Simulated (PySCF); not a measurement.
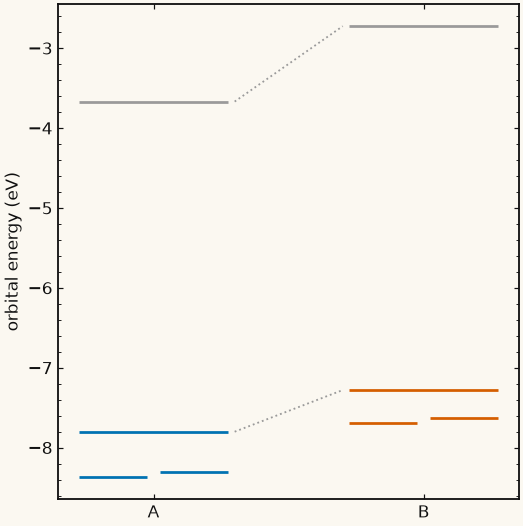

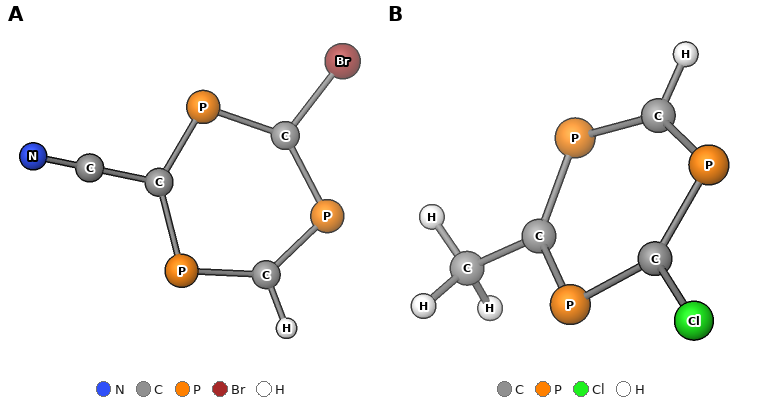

Related molecules: A is C₄HBrNP₃, SMILES N#Cc1pcpc(Br)p1; B is C₄H₄ClP₃, SMILES Cc1pcpc(Cl)p1. Frontier orbital energies, PBE0/def2-SVPD with PySCF, at a PBE0-D3(BJ)/def2-SVP geometry (no frequency check); drawn are at most three filled levels and, in grey, the LUMO with any level within 0.03 eV of it; dotted lines join the HOMOs and the LUMOs.

Q: What does the change do to the frontier levels?

A: From A to B the HOMO rises by 0.52 eV and the LUMO rises by 0.94 eV, so the separation goes from 4.13 to 4.55 eV.

Q: Does the ΔSCF ionisation energy follow the HOMO?

A: A: −ε(HOMO) 7.80, ΔSCF 9.39 eV; B: −ε(HOMO) 7.28, ΔSCF 8.89 eV.

Caveats, for all or some of the runs: spin-orbit coupling is left out, and with Br it can shift these levels and split any degenerate set.
